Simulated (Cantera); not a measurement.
A closed system holds: 1 mol SiF4, 3.1 mol H2O, 15 mol N2, held at 1575 K.

Cantera equilibrium calculation (NASA polynomials, part measured and part estimated; ideal gas, pure solids and liquids). Candidate condensed phases: H2O, Si, SiO2, Si2N2O, Si3N4; 58 gas species. The tables hold silica as quartz up to 1696 K and as liquid above; real silica turns to tridymite and cristobalite and melts near 1996 K. Gases not in the tables: Si(OH)4. Equilibrium is a limit: real reactors are often held back by kinetics, nucleation or transport.

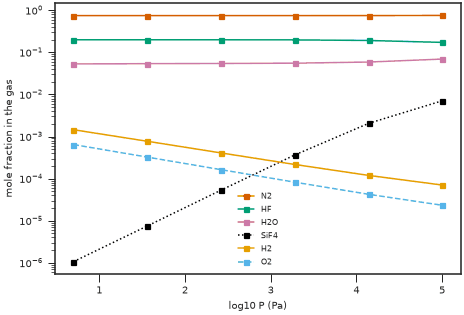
Equilibrium gas composition (values under 1e-9 drawn at 1e-9)

Question: Read off the mole fractions at 750 Torr.

Answer: N2 about 0.75, HF about 0.17, H2O about 0.069, SiF4 about 0.0070, H2 about 7.0e-5, O2 about 2.3e-5.
